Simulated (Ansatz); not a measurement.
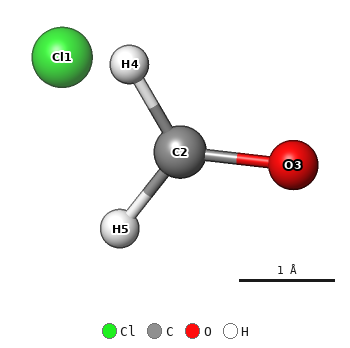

Fig. 1: The structure (ball-and-stick view, seen at a tilt; atoms are numbered from 1 in the order of the input). Bond lengths as drawn: C–H 1.10 Å and C–O 1.21 Å.

**Single-point calculation, with input and output: CH₂ClO (charge −1)**

System: CH₂ClO, charge −1, SMILES [Cl-].C=O.
Method: RKS PBE0-D4/def2-TZVPPD (Ansatz 0.2.0).

The geometry is a complex of two molecules. The geometry comes from this level: PBE0-D4/def2-TZVPD.

What the program printed
```
Functional definition: PBE0
  name "PBE0"
  cite "Adamo & Barone, J. Chem. Phys. 110, 6158 (1999) doi:10.1063/1.478522"
  cite "Perdew, Burke & Ernzerhof, Phys. Rev. Lett. 77, 3865 (1996) doi:10.1103/PhysRevLett.77.3865"
  parent pbe
  parameter a = 0.25
  parameter kappa = 0.804
  parameter beta = 0.06672455060314922
  exchange = (1 - a)*pbe_x(kappa = kappa, mu = beta*pi^2/3) + a*exact_x
  correlation = pbe_c(beta = beta)
810 factors; their error is unknown
mean field evaluation 1: about -15634.4135 eV, gradient 1.1e1 eV
mean field evaluation 2: about -15634.4833 eV, gradient 1.1e1 eV
mean field evaluation 4: about -15634.7688 eV, gradient 7.2e-1 eV
mean field evaluation 8: about -15634.7694 eV, gradient 1.3e-2 eV
mean field evaluation 16: about -15634.8070 eV, gradient 3.3e-5 eV
mean field -15634.80700980 eV, -574.5685599573 hartree, gradient 3.3e-5 eV, S^2 0.000000; 0 other end points of the search recorded, 0 dependent functions left out
reference -15634.80704787 eV, -574.5685613563 hartree; 17, 17 occupied and 145, 145 virtual orbitals, 810 factors
Total energy: -15634.86634985 eV, -574.5707406638 hartree
```

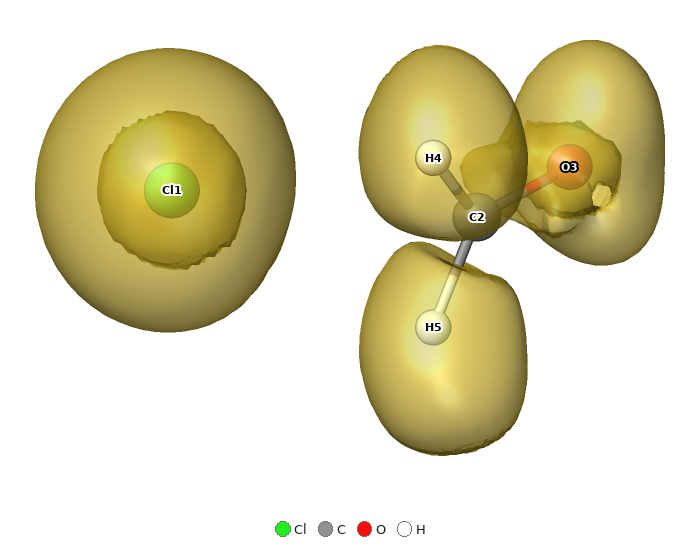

Fig. 2: Isosurface of the electron localisation function at 0.75 (yellow), seen at a tilt. Only the valence region is drawn (cores and ρ < 0.01 e/Å³ removed). Values along the shortest contacts: C2···Cl1 (2.85 Å): the ELF is only about 0.10 between them. C–O (1.21 Å): the ELF peaks at about 0.85 between the atoms; a multiple bond by its length, whose ELF region spreads away from the axis.

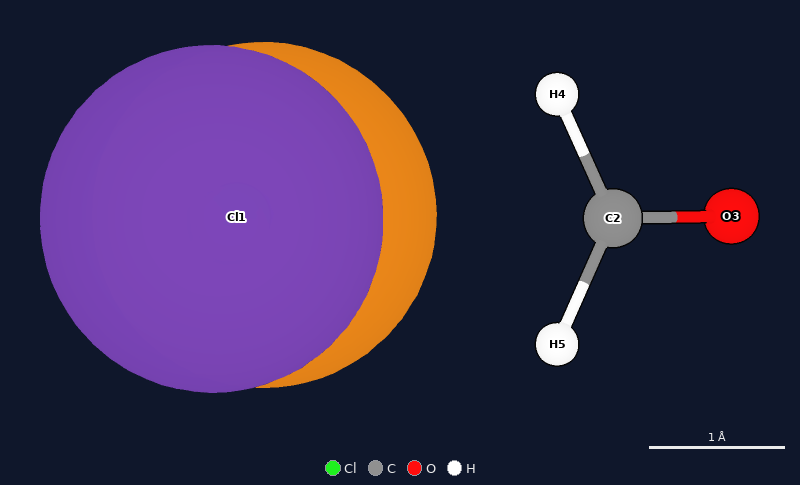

Fig. 3: One frontier orbital at ±0.1 Å⁻³ᐟ² (orange and purple are the two phases), seen face on. The HOMO−1, at −1.79 eV.

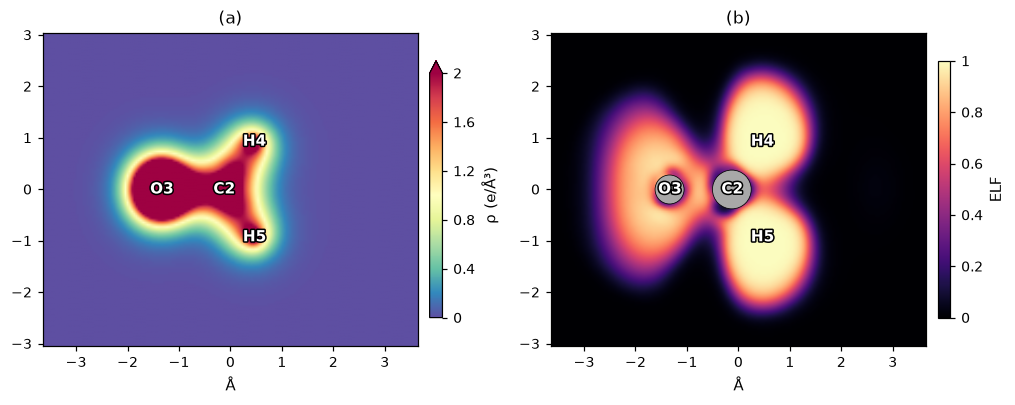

Fig. 4: (a) total electron density; (b) ELF on the plane of atoms O3, C2 and H5. Grey discs, where drawn, cover atomic cores. Atoms in the plane: C, O and H. C–O (1.21 Å): ρ at the midpoint is about 3.4 e/Å³; the ELF peaks at about 0.85 between the atoms (a double or triple bond).

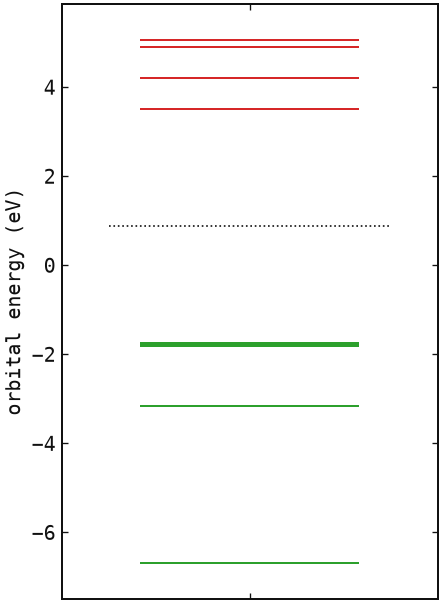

Fig. 5: Orbital energies near the frontier; the dotted line parts filled from empty levels, and levels within 0.02 eV of each other stand side by side. Highest filled −1.74 eV, lowest empty 3.52 eV, 5.26 eV apart.

The run was set up as follows.

The input
```yaml
crystal:
  periodic: [false, false, false]
  atoms:
    - {symbol: Cl, position_ang: [0.252126, -0.151763, -2.269685]}
    - {symbol: C, position_ang: [-0.063246, 0.037673, 0.553742]}
    - {symbol: O, position_ang: [-1.054226, 0.422153, 1.131598]}
    - {symbol: H, position_ang: [0.107962, -1.024195, 0.314285]}
    - {symbol: H, position_ang: [0.757384, 0.716132, 0.270060]}
basis:
  gaussian: {orbitals: "def2-TZVPPD.json"}
total_charge: -1
hamiltonian: {xc: pbe0, dispersion: d4}
output: {orbitals: {seedname: orbitals}}
```

Command:
```bash
ansatz run in.yaml --threads 2 --pin off --events-out ev --progress --plain --max-ram 5222MiB
```

Summary

| quantity | value |
| --- | --- |
| outcome | converged |
| total energy | −15634.8663 eV |
| mean-field energy | −15634.8070 eV |
| dispersion energy | −0.0593 eV |
| SCF solution under orbital rotations | stable |
| HOMO | −1.74 eV |
| LUMO | 3.52 eV |
| hardware | 2 threads of Intel Xeon @ 2.50GHz, 15 GiB of memory available, shared host |
| wall time | 2 s (CPU time 3.7 s) |
| peak memory | 0.29 GiB |
